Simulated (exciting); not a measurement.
The O K edge of atom 3 in PbO (Litharge), space group P4/nmm, with 4 Pb at 2.33 Å (tetrahedral, site symmetry -4m2), was computed at 2 levels: exchange and screened direct term (singlet BSE) and independent particles. Common settings: exciting, all-electron LAPW+lo, PBE, 4×4×3 shifted k points, 28 conduction bands, |G+q| up to 3 bohr⁻¹, full RPA screening with nempty = 55, Lorentzian half width 0.45 eV.

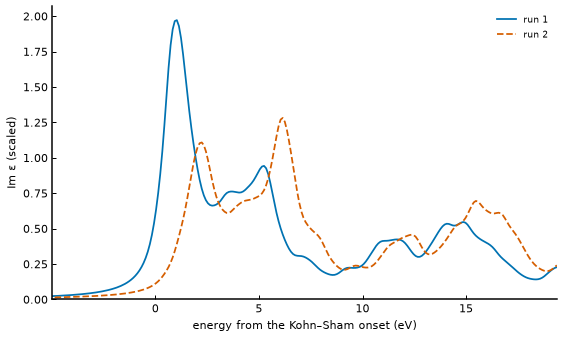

Energy from the Kohn–Sham onset, core level to the lowest empty state found on the meshes used; all runs on one relative scale.

The database entry behind the starting cell differs from later determinations by our own check (an axis about 0.4 % long against later determinations), so it need not match the best structure at ambient conditions.

Q: Which run is which, and why?

Run 1: exchange and screened direct term (singlet BSE); highest local maximum in the window at 1.0 eV. Run 2: independent particles; highest local maximum in the window at 6.1 eV. The attractive direct term pulls weight down: the curves pass 0.30 at -0.4 and 0.8 eV in the order of the runs. Fine structure above the first lines is partly noise of the 48-point mesh.

[Hosts, paths, dates, database ids (printed as entryN), source tags and the programs' standing remarks are cut or masked in the printed files.]
